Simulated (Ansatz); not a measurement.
## C2H6Cl3NSi: geometry relaxation

C2H6Cl3NSi, computed with RKS r2SCAN-D4/def2-SVP (Ansatz 0.2.0).

The geometry: GFN2-xTB start. Figures and captions count atoms from 1; the log counts them from 0 in places.

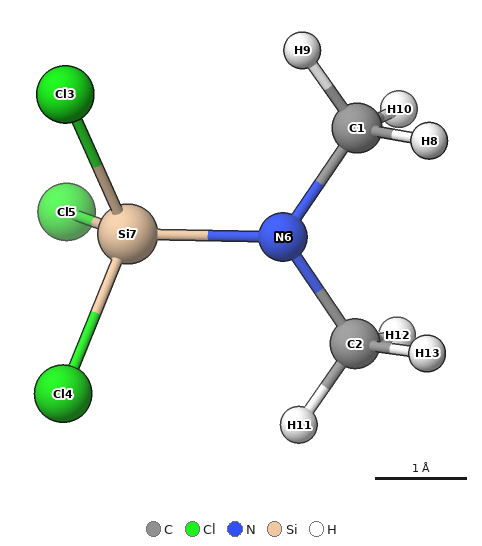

Figure 1. The structure as given in the input (ball-and-stick view, seen at a tilt; atoms are numbered from 1 in the order of the input).

Results in brief

```csv
quantity,value
outcome,converged
total energy,−49090.3953 eV
mean-field energy,−49090.2756 eV
dispersion energy,−0.1197 eV
HOMO,−6.04 eV
LUMO,−0.24 eV
largest force (length of the vector) at the end,0.003 eV/Å
dipole moment,2.66 D
hardware,"4 threads of Arm Neoverse V2, 23 GiB of memory available, shared host"
wall time,15 s (CPU time 56 s)
peak memory,0.22 GiB
```

Input file
```yaml
crystal:
  periodic: [false, false, false]
  atoms:
    - {symbol: C, position_ang: [1.067460, -0.548510, 0.897850]}
    - {symbol: C, position_ang: [-1.041850, 0.595850, 0.891360]}
    - {symbol: Cl, position_ang: [1.878420, -0.071320, -2.321250]}
    - {symbol: Cl, position_ang: [-0.990090, 1.592580, -2.326100]}
    - {symbol: Cl, position_ang: [-0.976540, -1.683790, -2.268120]}
    - {symbol: N, position_ang: [0.072080, 0.128140, 0.089010]}
    - {symbol: Si, position_ang: [-0.008930, -0.019490, -1.615650]}
    - {symbol: H, position_ang: [1.411940, 0.126770, 1.683510]}
    - {symbol: H, position_ang: [1.917290, -0.838270, 0.287890]}
    - {symbol: H, position_ang: [0.649050, -1.443410, 1.367420]}
    - {symbol: H, position_ang: [-1.747080, 1.146110, 0.275960]}
    - {symbol: H, position_ang: [-1.563670, -0.242210, 1.362890]}
    - {symbol: H, position_ang: [-0.668070, 1.257540, 1.675230]}
basis:
  gaussian: {orbitals: def2-SVP}
hamiltonian: {xc: r2scan, dispersion: d4}
scf: {lower_state_search: "off"}
output: {orbitals: {seedname: orbitals}}
relax: {f_tol: 0.02, max_steps: 100}
```

Launched with:
```bash
ansatz run in.yaml --threads 4 --pin off --events-out ev --progress --plain --max-ram 4787MiB
```

Log
```
Functional definition: r2SCAN
  name "r2SCAN"
  cite "Furness, Kaplan, Ning, Perdew & Sun, J. Phys. Chem. Lett. 11, 8208 (2020) doi:10.1021/acs.jpclett.0c02405"
  cite "Furness, Kaplan, Ning, Perdew & Sun, J. Phys. Chem. Lett. 11, 9248 (2020) doi:10.1021/acs.jpclett.0c03077"
  parent r2scan
  parameter k0 = 0.174
  parameter k1 = 0.065
  parameter a1 = 4.9479
  exchange = r2scan_x(k0 = k0, k1 = k1, a1 = a1)
  correlation = r2scan_c
these checks for a lower state are left out or cut short: stability, starts, cluster_reference, orbital_swaps, neighbouring_geometries, increment
1617 factors; their error is unknown
mean field evaluation 1: about -49082.2356 eV, gradient 5.8e1 eV
mean field evaluation 2: about -49063.8206 eV, gradient 1.0e2 eV
mean field evaluation 4: about -49090.2363 eV, gradient 5.6e0 eV
mean field evaluation 8: about -49090.2986 eV, gradient 1.9e-1 eV
mean field evaluation 16: about -49090.1932 eV, gradient 1.2e-4 eV
mean field -49090.19319477 eV, -1804.0313253797 hartree, gradient 3.9e-6 eV, S^2 0.000000; 0 other end points of the search recorded, 0 dependent functions left out
the calculation of the forces begins
reference -49090.19320398 eV, -1804.0313257184 hartree; 45, 45 occupied and 99, 99 virtual orbitals, 1617 factors
relax step   1: F+E_penalty+E_count = -49090.31380825 eV  Δ(F+E_penalty+E_count) = +0.000e0 eV  max|allowed force component| = 1.238e0 eV/Å  Δτ_max = 0.0000 Å  (18 SCF iters, accepted)
these checks for a lower state are left out or cut short: stability, starts, cluster_reference, orbital_swaps, neighbouring_geometries, increment
1617 factors; their error is unknown
mean field -49090.27033874 eV, -1804.0341603682 hartree, gradient 1.8e-6 eV, S^2 0.000000; 0 other end points of the search recorded, 0 dependent functions left out
the calculation of the forces begins
reference -49090.27034799 eV, -1804.0341607085 hartree; 45, 45 occupied and 99, 99 virtual orbitals, 1617 factors
relax step   2: F+E_penalty+E_count = -49090.38987165 eV  Δ(F+E_penalty+E_count) = -7.606e-2 eV  max|allowed force component| = 1.761e-1 eV/Å  Δτ_max = 0.0654 Å  (20 SCF iters, accepted)
these checks for a lower state are left out or cut short: stability, starts, cluster_reference, orbital_swaps, neighbouring_geometries, increment
1617 factors; their error is unknown
mean field evaluation 32: about -49090.3847 eV, gradient 3.5e-3 eV
mean field -49090.27512003 eV, -1804.0343360774 hartree, gradient 1.7e-6 eV, S^2 0.000000; 0 other end points of the search recorded, 0 dependent functions left out
the calculation of the forces begins
reference -49090.27512930 eV, -1804.0343364182 hartree; 45, 45 occupied and 99, 99 virtual orbitals, 1617 factors
relax step   3: F+E_penalty+E_count = -49090.39481055 eV  Δ(F+E_penalty+E_count) = -4.939e-3 eV  max|allowed force component| = 6.620e-2 eV/Å  Δτ_max = 0.0213 Å  (21 SCF iters, accepted)
these checks for a lower state are left out or cut short: stability, starts, cluster_reference, orbital_swaps, neighbouring_geometries, increment
1617 factors; their error is unknown
mean field -49090.27550611 eV, -1804.0343502657 hartree, gradient 1.7e-6 eV, S^2 0.000000; 0 other end points of the search recorded, 0 dependent functions left out
the calculation of the forces begins
reference -49090.27551539 eV, -1804.0343506068 hartree; 45, 45 occupied and 99, 99 virtual orbitals, 1617 factors
relax step   4: F+E_penalty+E_count = -49090.39520868 eV  Δ(F+E_penalty+E_count) = -3.981e-4 eV  max|allowed force component| = 2.460e-2 eV/Å  Δτ_max = 0.0057 Å  (22 SCF iters, accepted)
these checks for a lower state are left out or cut short: stability, starts, cluster_reference, orbital_swaps, neighbouring_geometries, increment
1617 factors; their error is unknown
mean field -49090.27554299 eV, -1804.0343516211 hartree, gradient 1.7e-6 eV, S^2 0.000000; 0 other end points of the search recorded, 0 dependent functions left out
the calculation of the forces begins
reference -49090.27555227 eV, -1804.0343519621 hartree; 45, 45 occupied and 99, 99 virtual orbitals, 1617 factors
relax step   5: F+E_penalty+E_count = -49090.39525145 eV  Δ(F+E_penalty+E_count) = -4.278e-5 eV  max|allowed force component| = 2.950e-3 eV/Å  Δτ_max = 0.0057 Å  (22 SCF iters, accepted)
```

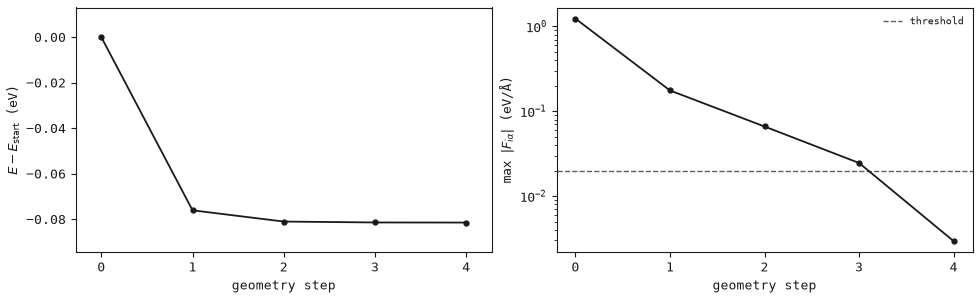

Figure 2. Progress of the relaxation, step by step (the first geometry is step 0 here and step 1 in the log).

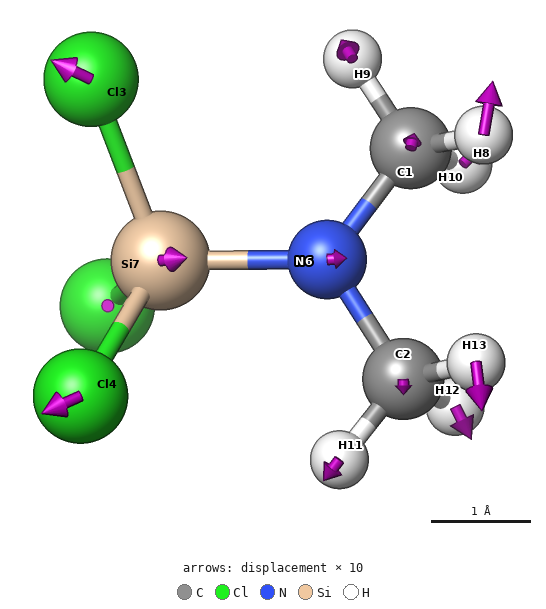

Figure 3. The starting structure with the displacements as pink arrows, magnified 10 times (ball-and-stick view, seen at a tilt). The two geometries are laid on each other by the best rigid fit. The atom that moves furthest after the best rigid fit is H8 (0.057 Å). By element the largest moves are H 0.057 Å, Cl 0.048 Å, Si 0.034 Å, N 0.021 Å, C 0.019 Å. Distances before and after: Cl3–Si7 2.016 → 2.055 Å, Cl5–Si7 2.033 → 2.067 Å, C1–H10 1.094 → 1.107 Å, C1–H9 1.085 → 1.099 Å. The energy falls by 0.081 eV in 4 geometry steps. Largest force component: 1.2 eV/Å at the start, 0.0029 eV/Å at the end. (Atoms are counted from 1 in the order of the input.)

```
Total energy: -49090.39526073 eV, -1804.0387511669 hartree
Atom 0 at     1.079765    -0.562333     0.900717 Å, force     0.000435    -0.000508     0.000738 eV/Å
Atom 1 at    -1.057940     0.600017     0.892011 Å, force    -0.000126    -0.000196     0.000889 eV/Å
Atom 2 at     1.901416    -0.061229    -2.362316 Å, force     0.000688     0.000390    -0.000663 eV/Å
Atom 3 at    -1.003923     1.612719    -2.365517 Å, force    -0.000513     0.000405    -0.000416 eV/Å
Atom 4 at    -0.978387    -1.692928    -2.267407 Å, force     0.000665     0.000830     0.000410 eV/Å
Atom 5 at     0.074375     0.129290     0.109823 Å, force    -0.001342    -0.000847     0.002950 eV/Å
Atom 6 at    -0.000787    -0.003664    -1.586825 Å, force    -0.000550    -0.001526    -0.000405 eV/Å
Atom 7 at     1.464208     0.106530     1.691888 Å, force     0.000379     0.000799     0.000465 eV/Å
Atom 8 at     1.930400    -0.864346     0.274395 Å, force    -0.000680    -0.000547    -0.000900 eV/Å
Atom 9 at     0.668557    -1.466474     1.390304 Å, force    -0.000227     0.000421    -0.001135 eV/Å
Atom 10 at    -1.769577     1.148593     0.259420 Å, force     0.000054    -0.000590    -0.001254 eV/Å
Atom 11 at    -1.597099    -0.235011     1.380136 Å, force     0.000528     0.000324    -0.001588 eV/Å
Atom 12 at    -0.710998     1.288824     1.683369 Å, force     0.000688     0.001045     0.000908 eV/Å
Dipole moment:     0.003116     0.002261     0.553237 e Å
Checks for a lower state left out: stability, starts, cluster_reference, orbital_swaps, neighbouring_geometries, increment
```

Trajectory as extended XYZ (Å, eV, eV/Å), 5 frames, from step=1 to step=5
```
13
Properties=species:S:1:pos:R:3:forces:R:3 step=1 energy=-49090.31381
C     1.0675   -0.5485    0.8979   -0.2921   0.1192  -0.3885
C    -1.0418    0.5958    0.8914    0.2595  -0.1870  -0.3929
Cl    1.8784   -0.0713   -2.3213    0.7622  -0.0427  -0.4294
Cl   -0.9901    1.5926   -2.3261   -0.4164   0.6308  -0.4305
Cl   -0.9765   -1.6838   -2.2681   -0.3134  -0.5368  -0.2680
N     0.0721    0.1281    0.0890    0.0226   0.0097  -0.1774
Si   -0.0089   -0.0195   -1.6157    0.0052   0.0438   1.2377
H     1.4119    0.1268    1.6835    0.2147   0.2069   0.3368
H     1.9173   -0.8383    0.2879    0.4147  -0.1425  -0.1720
H     0.6491   -1.4434    1.3674   -0.0863  -0.3899   0.2658
H    -1.7471    1.1461    0.2760   -0.3439   0.2677  -0.1757
H    -1.5637   -0.2422    1.3629   -0.2794  -0.2740   0.2597
H    -0.6681    1.2575    1.6752    0.0526   0.2948   0.3345
13
Properties=species:S:1:pos:R:3:forces:R:3 step=2 energy=-49090.38987
C     1.0754   -0.5585    0.9075   -0.0643   0.0529  -0.1185
C    -1.0530    0.5973    0.8992    0.0753  -0.0296  -0.1197
Cl    1.9045   -0.0723   -2.3808   -0.1070   0.0235   0.0844
Cl   -1.0091    1.6126   -2.3853    0.0739  -0.0815   0.0860
Cl   -0.9812   -1.6904   -2.2878    0.0275   0.0436   0.0451
N     0.0740    0.1292    0.1076   -0.0054  -0.0268  -0.1761
Si   -0.0003   -0.0031   -1.5963    0.0001   0.0119   0.0778
H     1.4407    0.1139    1.6995    0.0668   0.0576   0.0880
H     1.9319   -0.8545    0.2929    0.1040  -0.0326  -0.0737
H     0.6640   -1.4610    1.3916   -0.0401  -0.0956   0.0468
H    -1.7654    1.1504    0.2778   -0.0826   0.0700  -0.0723
H    -1.5874   -0.2380    1.3842   -0.0595  -0.0816   0.0454
H    -0.6940    1.2745    1.6899    0.0113   0.0883   0.0867
13
Properties=species:S:1:pos:R:3:forces:R:3 step=3 energy=-49090.39481
C     1.0802   -0.5606    0.9011   -0.0271   0.0105  -0.0208
C    -1.0572    0.6001    0.8926    0.0212  -0.0181  -0.0217
Cl    1.9032   -0.0659   -2.3608   -0.0353  -0.0026  -0.0014
Cl   -1.0040    1.6148   -2.3648    0.0149  -0.0340   0.0002
Cl   -0.9836   -1.6961   -2.2727    0.0207   0.0357   0.0104
N     0.0740    0.1289    0.1081   -0.0033  -0.0145  -0.0549
Si   -0.0029   -0.0072   -1.5908    0.0090   0.0190   0.0662
H     1.4556    0.1097    1.6950    0.0139  -0.0007   0.0073
H     1.9351   -0.8574    0.2783   -0.0019   0.0027  -0.0033
H     0.6703   -1.4669    1.3870    0.0024  -0.0089   0.0072
H    -1.7687    1.1522    0.2630    0.0032   0.0013  -0.0029
H    -1.5965   -0.2357    1.3786   -0.0095  -0.0020   0.0067
H    -0.7054    1.2842    1.6854   -0.0081   0.0117   0.0071
13
Properties=species:S:1:pos:R:3:forces:R:3 step=4 energy=-49090.39521
C     1.0805   -0.5616    0.9011   -0.0049   0.0059  -0.0030
C    -1.0582    0.5998    0.8923    0.0058  -0.0010  -0.0033
Cl    1.9010   -0.0651   -2.3620    0.0007   0.0015  -0.0028
Cl   -1.0030    1.6129   -2.3654    0.0002   0.0013  -0.0025
Cl   -0.9812   -1.6922   -2.2698   -0.0007  -0.0022   0.0020
N     0.0741    0.1287    0.1097   -0.0025  -0.0092  -0.0070
Si   -0.0016   -0.0050   -1.5877    0.0023   0.0049   0.0246
H     1.4609    0.1079    1.6939    0.0009  -0.0063  -0.0041
H     1.9333   -0.8596    0.2754   -0.0063   0.0007   0.0038
H     0.6715   -1.4681    1.3887    0.0017   0.0061  -0.0037
H    -1.7689    1.1503    0.2599    0.0044  -0.0041   0.0039
H    -1.5987   -0.2352    1.3794    0.0039   0.0050  -0.0039
H    -0.7097    1.2871    1.6845   -0.0053  -0.0026  -0.0041
13
Properties=species:S:1:pos:R:3:forces:R:3 step=5 energy=-49090.39525
C     1.0798   -0.5623    0.9007    0.0004  -0.0005   0.0007
C    -1.0579    0.6000    0.8920   -0.0001  -0.0002   0.0009
Cl    1.9014   -0.0612   -2.3623    0.0007   0.0004  -0.0007
Cl   -1.0039    1.6127   -2.3655   -0.0005   0.0004  -0.0004
Cl   -0.9784   -1.6929   -2.2674    0.0007   0.0008   0.0004
N     0.0744    0.1293    0.1098   -0.0013  -0.0008   0.0029
Si   -0.0008   -0.0037   -1.5868   -0.0006  -0.0015  -0.0004
H     1.4642    0.1065    1.6919    0.0004   0.0008   0.0005
H     1.9304   -0.8643    0.2744   -0.0007  -0.0005  -0.0009
H     0.6686   -1.4665    1.3903   -0.0002   0.0004  -0.0011
H    -1.7696    1.1486    0.2594    0.0001  -0.0006  -0.0013
H    -1.5971   -0.2350    1.3801    0.0005   0.0003  -0.0016
H    -0.7110    1.2888    1.6834    0.0007   0.0010   0.0009
```

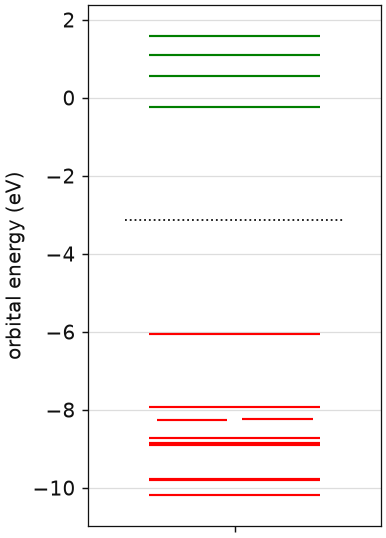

Figure 4. Orbital energies near the frontier; the dotted line parts filled from empty levels, and levels within 0.02 eV of each other stand side by side. Highest filled −6.04 eV, lowest empty −0.24 eV, 5.80 eV apart.
